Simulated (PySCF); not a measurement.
## Electronic structure of GaO (doublet) in real space

```xyz
2

Ga    0.0000    0.0000   -0.3221
O     0.0000    0.0000    1.3879
```

The calculation used PySCF, PBE0/cc-pVTZ(-PP), non-relativistic Hamiltonian with scalar-relativistic core potentials where named, at a bond length of 1.710 Å.

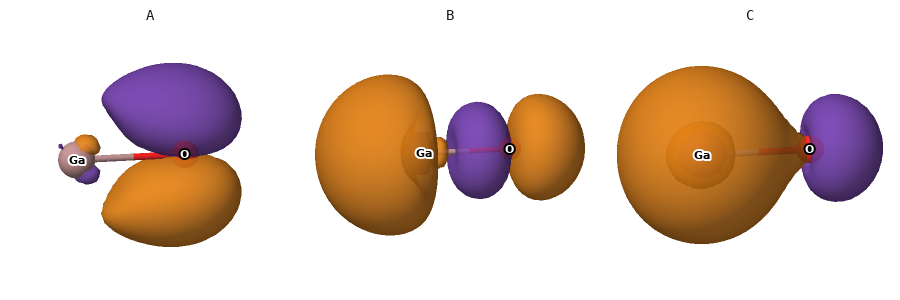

Figure 1. Three frontier β-spin orbitals, each drawn at the value that holds 80 % of its norm (orange and purple are the two phases), in no order; of a degenerate pair one member is drawn.

> Name the orbitals and rank them from lowest to highest energy.

Orbital C: σ, occupied in this spin, −9.90 eV; shared between the atoms (Ga 65 %, O 35 %).
Orbital A: π, occupied in this spin, −7.89 eV; mainly on O (80 %).
Orbital B: σ, empty in this spin, −4.23 eV; shared between the atoms (Ga 55 %, O 45 %).

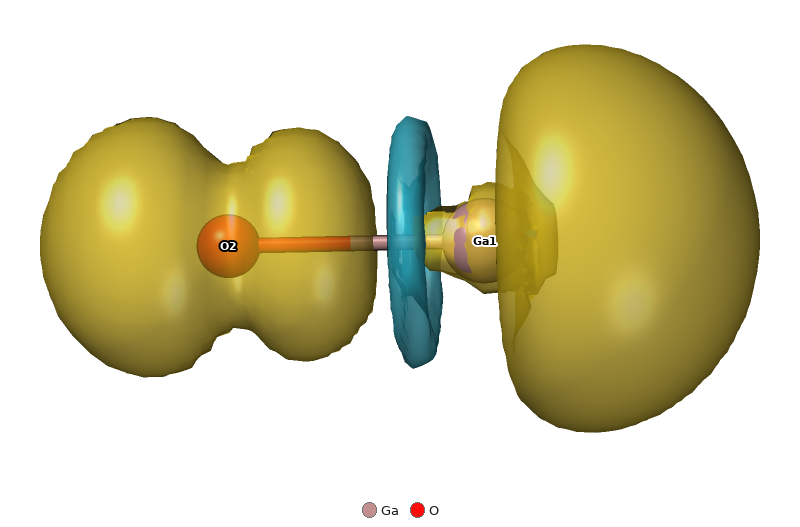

Figure 2. Isosurfaces of the spin density at +0.02 (yellow) and −0.02 e/Å³ (cyan), seen from one side.

> Describe the spin distribution.

The unpaired spin (1 electron) lies mostly on O2 (about 0.6) and Ga1 (about 0.4), in electrons by Hirshfeld's partition.

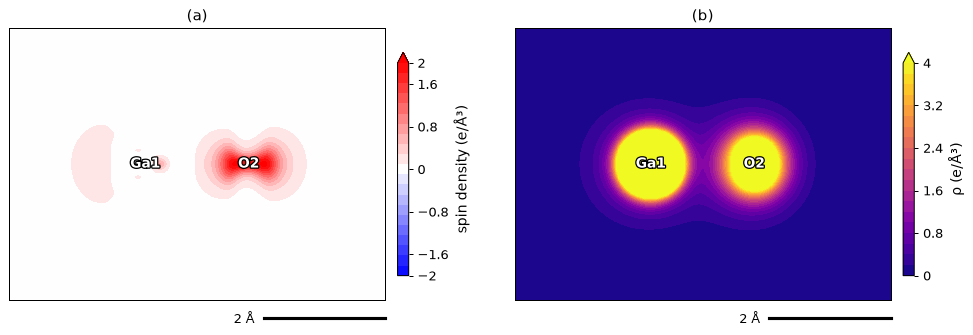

Figure 3. (a) spin density (α minus β); (b) total electron density on a plane that holds the molecular axis.

> Interpret the plot.

The section cuts through Ga and O sites. Ga–O (1.71 Å): ρ is about 1 e/Å³ halfway.
